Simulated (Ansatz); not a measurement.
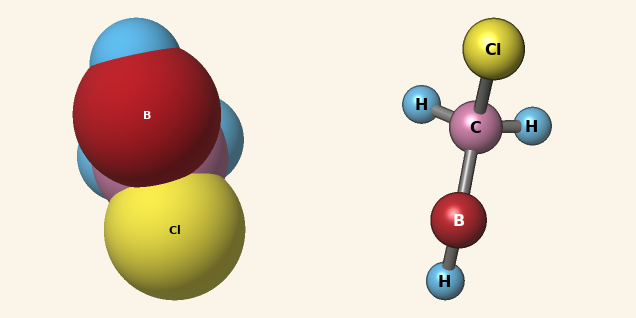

Both panels show the same species.

The species is neutral and a spin doublet. Computed geometry: PBE0-D4/def2-TZVP optimisation. No frequency run is at hand to confirm it as a minimum.

Identify the structure.

It has 6 atoms: 1 carbon, 3 hydrogen, 1 boron and 1 chlorine (CH₃BCl). This geometry has Cs symmetry. It is an open-shell species. Coordination: 1 B bent; 1 C tetrahedral.

More results for the same structure follow; atom numbers are the same in all pictures, views and colours differ.

**Shape**

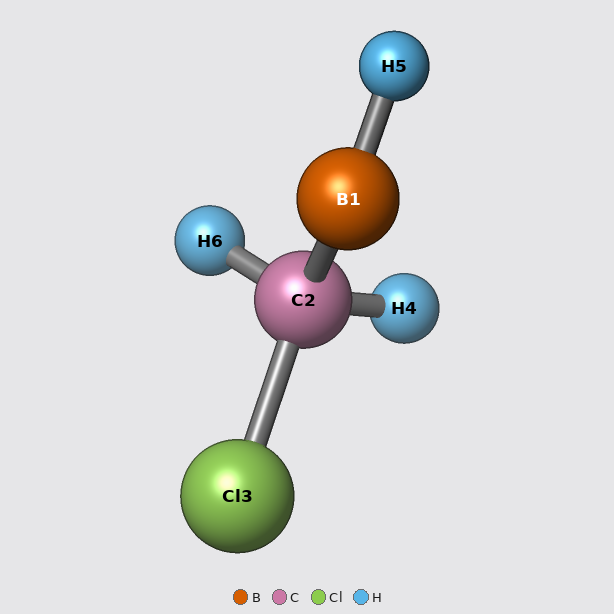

The atoms are numbered. No frequency run is at hand to confirm it as a minimum.

What are the angles C2–B1–H5, B1–C2–Cl3, B1–C2–H4, Cl3–C2–H4, H4–C2–H6?

```
    angle  degrees
 C2–B1–H5    126.4
B1–C2–Cl3    116.7
 B1–C2–H4    109.5
Cl3–C2–H4    107.3
 H4–C2–H6    106.0
```

**Dipole moment**

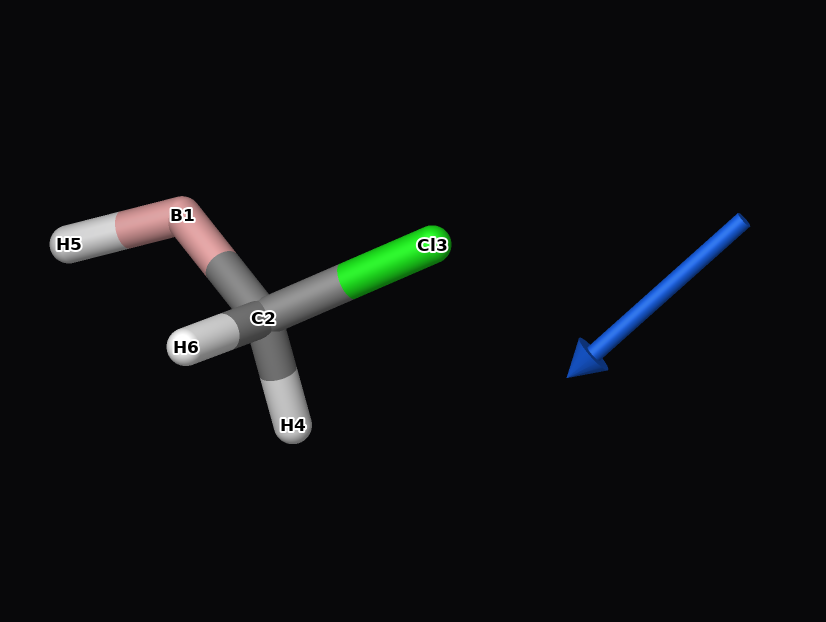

The arrow beside the molecule shows the direction of the dipole moment, from the negative to the positive end (its length means nothing). No frequency run is at hand to confirm it as a minimum. Method: UKS PBE0-D4/def2-TZVP (Ansatz 0.2.0).

> Estimate the dipole moment.

2.21 D; it points from the side of Cl3 to the side of H5 (the outermost atoms at the two ends).

**Charges**

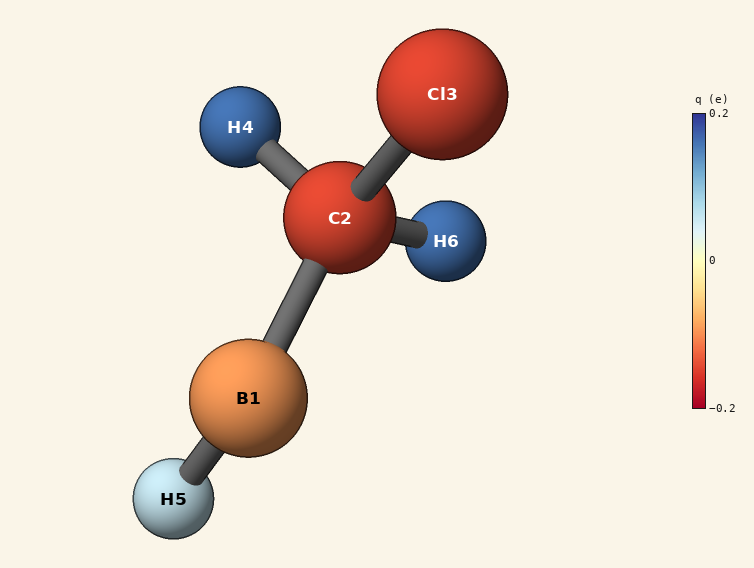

Atoms are coloured by their Mulliken charges. No frequency run is at hand to confirm it as a minimum. Level of theory: UKS PBE0-D4/def2-TZVP (Ansatz 0.2.0).

> Which atom carries the highest charge (most positive or least negative)?

H4, H6 (0.16 e).

> And the lowest?

C2, Cl3 (−0.14 e).

Give the Mulliken charges atom by atom.

```tsv
atom	value (e)
B1	−0.09
C2	−0.14
Cl3	−0.14
H4	0.16
H5	0.06
H6	0.16
```

**Electronic properties**

No frequency run is at hand to confirm it as a minimum. Properties computed with UKS PBE0-D4/def2-TZVPP (Ansatz 0.2.0).

What does the calculation give?

- HOMO energy (Kohn–Sham orbital): −6.17 eV
- ⟨S²⟩ of the determinant: 0.752

Mulliken values depend strongly on the basis set and can even reverse the polarity of a bond.
